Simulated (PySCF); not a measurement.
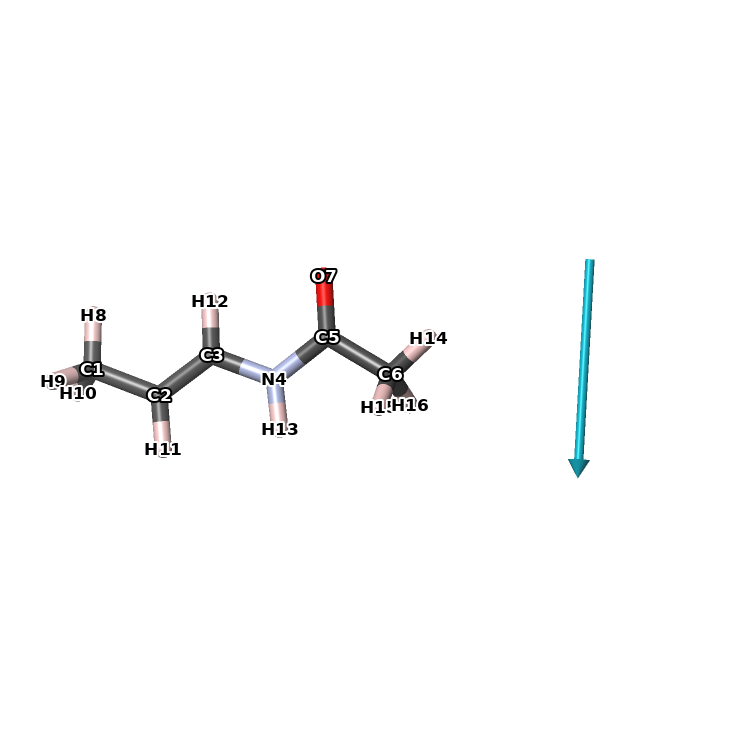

The arrow beside the molecule shows the direction of the dipole moment, from the negative to the positive end (its length means nothing). The geometry was computed by an optimisation with GFN2-xTB. No frequency run is at hand to confirm it as a minimum. Level of theory: B3LYP/pcJ-1, gas phase (PySCF 2.14.0).

Estimate the dipole moment.

3.65 D; it points from the side of O7 to the side of H11 (the outermost atoms at the two ends).
